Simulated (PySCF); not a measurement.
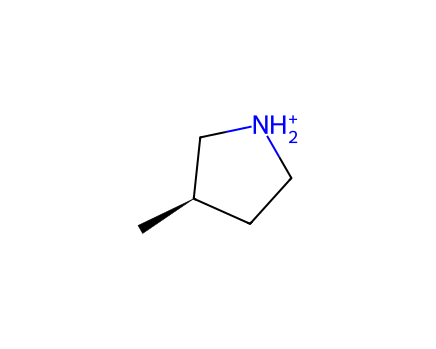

2D structure. Charge +1, singlet.

Give its SMILES.

C[C@@H]1CC[NH2+]C1

What is the molecular formula?

C5H12N, charge +1.

An optimisation with GFN2-xTB gave a structure of which point group?

C1.

More results for the same structure follow; atom numbers are the same in all pictures, views and colours differ. The geometry was computed by an optimisation with GFN2-xTB. No frequency run is at hand to confirm it as a minimum.

### Spin–spin coupling

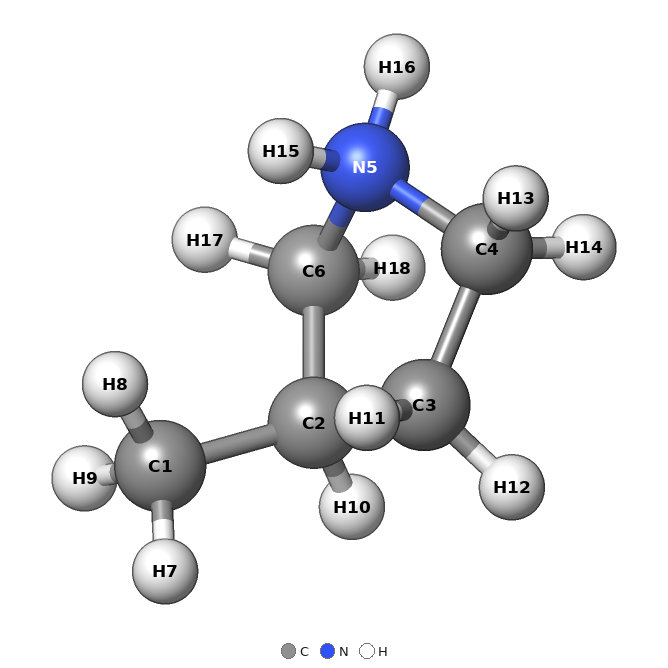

No frequency run is at hand to confirm it as a minimum. Properties computed with B3LYP/pcJ-1 indirect spin-spin coupling, non-relativistic, gas phase (PySCF 2.14.0). Isotopes: 13C, 1H, 15N.

Give the spin–spin coupling constants of these pairs, with the number of bonds between them: N5/C6, N5/H15, N5/H18, N5/H13.

```csv
pair,bonds apart,J (Hz)
"N5, C6",1,−4.8
"N5, H15",1,−78.8
"N5, H18",2,−0.7
"N5, H13",2,−1.3
```

### Quadrupole coupling

No frequency run is at hand to confirm it as a minimum. Electric field gradients from the ground-state density, B3LYP/pcJ-1 (PySCF 2.14.0), non-relativistic apart from any core potentials.

Give the largest field-gradient component, the quadrupole coupling constant and the asymmetry for 14N at N5 (Q = 20.44 mb), 2H at H7 (Q = 2.86 mb), 2H at H8 (Q = 2.86 mb), 2H at H9 (Q = 2.86 mb), 2H at H10 (Q = 2.86 mb).

```
atom  V_zz (a.u.)  e²qQ/h (MHz)     η
  N5       −0.039        −0.185  0.57
  H7        0.300         0.202  0.03
  H8        0.302         0.203  0.06
  H9        0.299         0.201  0.03
 H10        0.285         0.191  0.02
```

### Electronic properties

No frequency run is at hand to confirm it as a minimum. Level of theory: B3LYP/pcJ-1, gas phase (PySCF 2.14.0).

Predict the main results.

- HOMO energy (Kohn–Sham orbital): −13.62 eV
- LUMO energy (Kohn–Sham orbital): −4.68 eV
- HOMO–LUMO gap: 8.94 eV
